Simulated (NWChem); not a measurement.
# One shape, several levels: C3H6O3 (dimethyl carbonate)

Wanted: a comparison of 3 runs (HF/STO-3G, HF/3-21G, B3LYP/6-31G*) of C3H6O3 (dimethyl carbonate). 

The calculation is run with NWChem 7.3.0.

**1. The system as given**

The species is C3H6O3 (12 atoms), meant as a singlet with charge 0. SMILES: `COC(=O)OC`. The shape is that of a PBE0-D4/def2-TZVP optimisation. This is one conformer, not always the lowest.

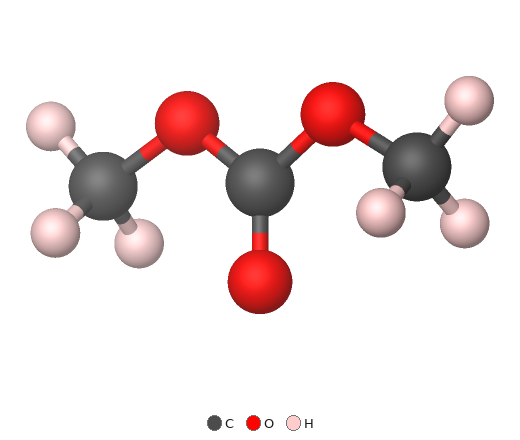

Viewed from a chosen angle; carbon dark grey, oxygen red, hydrogen pink.

**2. Energy and gradient at HF/STO-3G (run 1)**

The input, run.py:

```python
from ase import Atoms
from ase.calculators.nwchem import NWChem

system = Atoms(['C', 'O', 'C', 'O', 'O', 'C', 'H', 'H', 'H', 'H', 'H', 'H'], positions=[
    [-1.017900, -1.005500, 1.821400],
    [-0.135100, -0.006600, 1.323700],
    [0.006200, -0.004900, 0.002600],
    [-0.534800, -0.753800, -0.765600],
    [0.849900, 0.969100, -0.321400],
    [1.100600, 1.093000, -1.716600],
    [-0.659600, -2.001700, 1.559100],
    [-2.021000, -0.870500, 1.414600],
    [-1.026200, -0.877500, 2.901400],
    [1.798600, 1.921000, -1.816600],
    [0.177200, 1.306400, -2.256500],
    [1.539200, 0.175900, -2.112100],
])

calc = NWChem(
    label='geom',
    theory='scf',
    memory='2200 mb',
    basis='STO-3G',
    basispar='spherical bse',
    scf={'nopen': '0', 'rhf': None, 'thresh': '1e-08', 'maxiter': '80'},
)
system.calc = calc

forces = system.get_forces()
print(f"energy = {system.get_potential_energy():.6f} eV")
print("forces (eV/A):")
for s, f in zip(system.symbols, forces):
    print(f"{s:2s} {f[0]:10.5f} {f[1]:10.5f} {f[2]:10.5f}")
print("dipole (e A):", system.get_dipole_moment().round(4))
```

Run with:

```sh
$ export ASE_NWCHEM_COMMAND="nwchem PREFIX.nwi > PREFIX.nwo"
$ python run.py
```

The program printed:

```text
energy = -9176.538724 eV
forces (eV/A):
C    -0.04103   -0.06865   -0.22929
O     0.28339    0.77586    3.41545
C    -1.04839   -1.45267   -1.49731
O    -1.04865   -1.45149   -1.48764
O     2.23156    2.70660    0.16172
C    -0.15062   -0.19216   -0.03738
H    -0.06891   -0.20944    0.08402
H    -0.19664   -0.09930    0.07235
H    -0.13858   -0.14522    0.17226
H     0.10063    0.09323   -0.22657
H    -0.02607    0.07487   -0.22127
H     0.10331   -0.03173   -0.20636
dipole (e A): [-0.0123 -0.017  -0.0173]
```

The calculator wrote geom.nwi:

```
title "geom"

permanent_dir geom

scratch_dir geom

start geom

geometry units angstrom nocenter noautosym noautoz
  C  -1.0179000000000000e+00 -1.0055000000000001e+00 1.8213999999999999e+00
  O  -1.3510000000000000e-01 -6.6000000000000000e-03 1.3237000000000001e+00
  C  6.1999999999999998e-03 -4.8999999999999998e-03 2.5999999999999999e-03
  O  -5.3480000000000005e-01 -7.5380000000000003e-01 -7.6559999999999995e-01
  O  8.4989999999999999e-01 9.6909999999999996e-01 -3.2140000000000002e-01
  C  1.1006000000000000e+00 1.0930000000000000e+00 -1.7165999999999999e+00
  H  -6.5959999999999996e-01 -2.0017000000000000e+00 1.5590999999999999e+00
  H  -2.0209999999999999e+00 -8.7050000000000005e-01 1.4146000000000001e+00
  H  -1.0262000000000000e+00 -8.7749999999999995e-01 2.9014000000000002e+00
  H  1.7986000000000000e+00 1.9210000000000000e+00 -1.8166000000000000e+00
  H  1.7720000000000000e-01 1.3064000000000000e+00 -2.2565000000000000e+00
  H  1.5391999999999999e+00 1.7590000000000000e-01 -2.1120999999999999e+00
end

memory 2200 mb

basis spherical bse noprint
   * library STO-3G
end

scf
  nopen 0
  rhf
  thresh 1e-08
  maxiter 80
end

task scf gradient
```

geom.nwo:

```text
Northwest Computational Chemistry Package (NWChem) 7.3.0
             --------------------------------------------------------

           Job information
           ---------------

    nwchem branch   = 7.3.0
    use scalapack   = T
    input           = geom.nwi
    prefix          = geom.
    data base       = geom/geom.db
    status          = startup
    nproc           =        1

           Memory information
           ------------------

[... 5 lines left out ...]
    hardfail = no
[... 138 lines left out ...]
         Quadratically convergent ROHF
[... 15 lines left out ...]
       Final RHF  results
[... 4 lines left out ...]
      Two-electron energy =    376.799328841843
[... 43 lines left out ...]
                       ROHF Final Molecular Orbital Analysis
[... 263 lines left out ...]
                 ----------------------------------------
                 |  Time  |  1-e(secs)   |  2-e(secs)   |
                 ----------------------------------------
                 |  CPU   |       0.00   |       0.40   |
                 ----------------------------------------
                 |  WALL  |       0.00   |       0.40   |
                 ----------------------------------------

 Task  times  cpu:        5.2s     wall:        5.2s
 Total times  cpu:        5.2s     wall:        5.2s
```

Run time: 6.6 s. Hardware: 1 thread of Intel Xeon Platinum 8259CL at 2.50GHz (Skylake/Cascade Lake), shared host; peak memory 0.099 GiB.

**3. Energy and gradient at HF/3-21G (run 2)**

The input, mymol.nw:

```
start mymol
memory 2200 mb
geometry units angstrom noautosym nocenter noautoz
  C    -1.017900   -1.005500    1.821400
  O    -0.135100   -0.006600    1.323700
  C     0.006200   -0.004900    0.002600
  O    -0.534800   -0.753800   -0.765600
  O     0.849900    0.969100   -0.321400
  C     1.100600    1.093000   -1.716600
  H    -0.659600   -2.001700    1.559100
  H    -2.021000   -0.870500    1.414600
  H    -1.026200   -0.877500    2.901400
  H     1.798600    1.921000   -1.816600
  H     0.177200    1.306400   -2.256500
  H     1.539200    0.175900   -2.112100
end
basis spherical bse
  * library 3-21G
end
scf
  thresh 1e-08
  maxiter 80
  print medium
end
task scf gradient
```

Run with:

```sh
$ nwchem mymol.nw > mymol.out
```

The program printed:

```text
[...]
  functions       =    66
[...]
  wavefunction    = RHF
[...]
         Total SCF energy =   -339.791953386862
      One-electron energy =   -967.987950766643
      Two-electron energy =    374.569584869060
 Nuclear repulsion energy =    253.626412510721
        Time for solution =      5.0s
[...]
                         RHF ENERGY GRADIENTS
    atom               coordinates                        gradient
                 x          y          z           x          y          z
   1 C      -1.923552  -1.900119   3.441947    0.017566   0.018427  -0.020139
   2 O      -0.255302  -0.012472   2.501430   -0.002433  -0.002063   0.006741
   3 C       0.011716  -0.009260   0.004913   -0.007848  -0.010841  -0.010996
   4 O      -1.010625  -1.424475  -1.446774    0.001732   0.002395   0.002431
   5 O       1.606078   1.831333  -0.607358    0.004190   0.004479  -0.004333
   6 C       2.079832   2.065471  -3.243904   -0.011623  -0.010271   0.028479
   7 H      -1.246463  -3.782665   2.946272    0.003429  -0.006914  -0.001900
   8 H      -3.819136  -1.645006   2.673206   -0.007204   0.001867  -0.003056
   9 H      -1.939237  -1.658235   5.482851    0.000523   0.001645   0.007897
  10 H       3.398861   3.630164  -3.432876    0.005146   0.006205   0.000163
  11 H       0.334859   2.468738  -4.264167   -0.007048   0.001946  -0.003198
[...]
```

Wall time 6.6 s (1 thread of Intel Xeon Platinum 8259CL at 2.50GHz (Skylake/Cascade Lake), shared host); peak memory 0.099 GiB.

**4. Energy and gradient at B3LYP/6-31G(d) (Cartesian functions) (run 3)**

The input, c3h6o3.xyz:

```xyz
12
C3H6O3
C     -1.017900    -1.005500     1.821400
O     -0.135100    -0.006600     1.323700
C      0.006200    -0.004900     0.002600
O     -0.534800    -0.753800    -0.765600
O      0.849900     0.969100    -0.321400
C      1.100600     1.093000    -1.716600
H     -0.659600    -2.001700     1.559100
H     -2.021000    -0.870500     1.414600
H     -1.026200    -0.877500     2.901400
H      1.798600     1.921000    -1.816600
H      0.177200     1.306400    -2.256500
H      1.539200     0.175900    -2.112100
```

The input, run.py:

```python
from ase.io import read
from ase.calculators.nwchem import NWChem

molecule = read('c3h6o3.xyz')

calc = NWChem(
    label='c3h6o3',
    theory='dft',
    memory='2200 mb',
    basis='6-31G*',
    dft={'xc': 'b3lyp', 'mult': '1', 'grid': 'fine', 'convergence': 'energy 1e-08', 'iterations': '100', 'mulliken': None},
)
molecule.calc = calc

forces = molecule.get_forces()
e = molecule.get_potential_energy()
print(f"E = {e:.6f} eV")
print("forces (eV/A):")
for s, f in zip(molecule.symbols, forces):
    print(f"{s:2s} {f[0]:10.5f} {f[1]:10.5f} {f[2]:10.5f}")
print("dipole (e A):", molecule.get_dipole_moment().round(4))
```

Run with:

```sh
$ export ASE_NWCHEM_COMMAND="nwchem PREFIX.nwi > PREFIX.nwo"
$ python run.py
```

The program printed:

```text
E = -9350.022755 eV
forces (eV/A):
C    -0.16630   -0.17710    0.12408
O     0.13524    0.22965    0.52738
C     0.13956    0.19222    0.19191
O    -0.47673   -0.65980   -0.67563
O     0.35126    0.44449    0.16712
C     0.06752    0.04391   -0.25984
H     0.01589   -0.10387   -0.01512
H    -0.09780   -0.00653   -0.02576
H    -0.00185    0.01090    0.10500
H     0.06808    0.08120   -0.01126
H    -0.07482    0.01990   -0.07040
H     0.04006   -0.07492   -0.05749
dipole (e A): [0.0314 0.0435 0.0448]
```

The calculator wrote c3h6o3.nwi:

```
title "c3h6o3"

permanent_dir c3h6o3

scratch_dir c3h6o3

start c3h6o3

geometry units angstrom nocenter noautosym noautoz
  C  -1.0179000000000000e+00 -1.0055000000000001e+00 1.8213999999999999e+00
  O  -1.3510000000000000e-01 -6.6000000000000000e-03 1.3237000000000001e+00
  C  6.1999999999999998e-03 -4.8999999999999998e-03 2.5999999999999999e-03
  O  -5.3480000000000005e-01 -7.5380000000000003e-01 -7.6559999999999995e-01
  O  8.4989999999999999e-01 9.6909999999999996e-01 -3.2140000000000002e-01
  C  1.1006000000000000e+00 1.0930000000000000e+00 -1.7165999999999999e+00
  H  -6.5959999999999996e-01 -2.0017000000000000e+00 1.5590999999999999e+00
  H  -2.0209999999999999e+00 -8.7050000000000005e-01 1.4146000000000001e+00
  H  -1.0262000000000000e+00 -8.7749999999999995e-01 2.9014000000000002e+00
  H  1.7986000000000000e+00 1.9210000000000000e+00 -1.8166000000000000e+00
  H  1.7720000000000000e-01 1.3064000000000000e+00 -2.2565000000000000e+00
  H  1.5391999999999999e+00 1.7590000000000000e-01 -2.1120999999999999e+00
end

memory 2200 mb

basis noprint
   * library 6-31G*
end

dft
  xc b3lyp
  mult 1
  grid fine
  convergence energy 1e-08
  iterations 100
  mulliken
end

task dft gradient
```

c3h6o3.nwo:

```text
Northwest Computational Chemistry Package (NWChem) 7.3.0
             --------------------------------------------------------

           Job information
           ---------------

    nwchem branch   = 7.3.0
    use scalapack   = T
    input           = c3h6o3.nwi
    prefix          = c3h6o3.
    data base       = c3h6o3/c3h6o3.db
    status          = startup
    nproc           =        1

           Memory information
           ------------------

[... 5 lines left out ...]
    hardfail = no
[... 109 lines left out ...]
  convergence criterion.
[... 42 lines left out ...]
          Spatial weights used:  Erf1
[... 32 lines left out ...]
 1-e energy   =    -967.933012
[... 43 lines left out ...]
           Coulomb energy =      418.734733504724
[... 785 lines left out ...]
          Convergence on density requested:  1.00D-05
[... 28 lines left out ...]
          total energy or number of iterations.
[... 36 lines left out ...]
                 ----------------------------------------
                 |  Time  |  1-e(secs)   |  2-e(secs)   |
                 ----------------------------------------
                 |  CPU   |       0.02   |       3.34   |
                 ----------------------------------------
                 |  WALL  |       0.02   |       3.34   |
                 ----------------------------------------

 Task  times  cpu:       37.4s     wall:       37.4s
 Total times  cpu:       37.5s     wall:       37.5s
```

Wall time 39 s (1 thread of Intel Xeon Platinum 8259CL at 2.50GHz (Skylake/Cascade Lake), shared host); peak memory 0.13 GiB.

**5. All runs side by side**

```tsv
run	level	Cartesian functions	iteration cap	energy (Eh)	dipole moment (D)	HOMO energy (eV)	LUMO energy (eV)	wall time
1	HF/STO-3G	no	80	-337.231581	0.13	-9.09	9.24	6.6 s
2	HF/3-21G	no	80	-339.791953	0.23	-12.43	5.96	6.6 s
3	B3LYP/6-31G* (Cartesian functions)	yes	100	-343.607001	0.34	-7.75	1.28	39 s
```

**6. Results**

| quantity | value |
| --- | --- |
| run 3: total energy | -343.60700 Eh |
| run 3: dipole moment | 0.34 D |
| run 3: HOMO energy | -7.75 eV |
| run 3: LUMO energy | 1.28 eV |
| run 3: HOMO–LUMO gap | 9.03 eV |
| run 3: largest force on an atom | 1.058 eV/Å |

**Reading.** The dipole moment (its size) runs from 0.13 D (HF/STO-3G) to 0.34 D (B3LYP/6-31G*). The two ends differ in method and basis. The two dipoles point in opposite directions. The HOMO–LUMO gap runs from 9.03 eV (B3LYP/6-31G*) to 18.39 eV (HF/3-21G). In run 1 the basis is minimal, so the values are rough. All runs together took 52 s, the longest 39 s.
